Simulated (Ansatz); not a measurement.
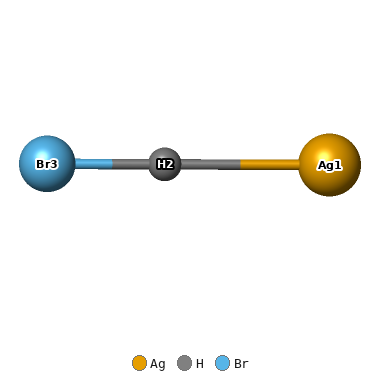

The system is Ag⁺ + HBr; the picture shows the reference structure. 
- Coordinates scanned: (1) distance Ag1–H2; (2) distance H2–Br3.
- Nothing is relaxed (the angle Ag1–H2–Br3 is fixed at 180 degrees).
- The grid has 15 × 15 points.
- Points are written as (first, second).
- All energies are given in kJ/mol relative to the lowest grid point.
- The reference is spin-restricted, so regions where a bond is pulled apart into radicals lie too high.
- All numbers below come from RKS PBE0-D4/def2-TZVPD in Ansatz 0.2.0.

Its coordinates:

```
atom    x (Å)   y (Å)   z (Å)
  Ag  -2.0730  0.0000  0.0000
   H   0.0000  0.0000  0.0000
  Br   1.4780  0.0000  0.0000
```

Range: distance Ag1–H2 from 1.408 to 3.408 Å; distance H2–Br3 from 1.208 to 3.208 Å.

### What landscape does the calculation give?

The lowest grid point is at (2.073 Å, 1.478 Å). The energy also falls towards the edge at (3.408 Å, 1.367 Å) (7 kJ/mol above the lowest), where a further well may lie outside the range. The highest grid point, (3.408 Å, 3.208 Å), lies 497 kJ/mol above the lowest.

```csv
"distance H2–Br3 ↓, distance Ag1–H2 →",1.408,1.473,1.567,1.678,1.800,1.932,2.073,2.220,2.374,2.534,2.699,2.870,3.045,3.224,3.408
3.208,417,399,387,385,393,406,421,436,450,462,472,480,487,492,497
3.024,400,382,369,367,374,386,400,414,427,438,448,456,462,467,471
2.845,378,360,347,344,350,361,374,387,400,410,419,426,432,436,439
2.670,352,334,320,317,322,331,343,355,366,376,384,390,395,399,402
2.499,321,302,288,284,287,296,306,317,327,336,343,348,353,356,358
2.334,285,266,251,245,248,255,264,273,282,290,296,301,304,307,308
2.174,246,226,209,202,203,209,216,224,232,238,243,247,250,252,253
2.020,203,182,164,156,155,159,165,171,177,183,187,190,193,194,195
1.873,161,139,119,109,106,108,112,118,123,127,131,133,135,136,136
1.732,123,99,78,65,60,60,63,67,71,74,77,78,79,80,80
1.600,96,70,46,31,24,22,23,25,28,31,32,34,34,35,35
1.478,87,59,32,14,5,1,0,1,3,5,6,7,7,7,7
1.367,105,74,44,23,11,6,3,4,5,6,7,7,7,7,7
1.273,152,119,86,62,49,41,38,37,37,38,38,38,38,38,38
1.208,212,177,141,116,100,91,87,85,85,85,86,86,86,85,85
```

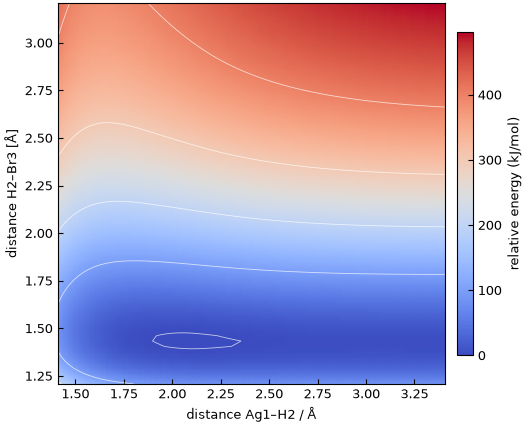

The picture shows a smooth colour map with a few white contour lines. Between grid points the surface is interpolated.

Time for the 225 points that were run: 15 min on 1 thread of Arm Neoverse V1, on a shared host.
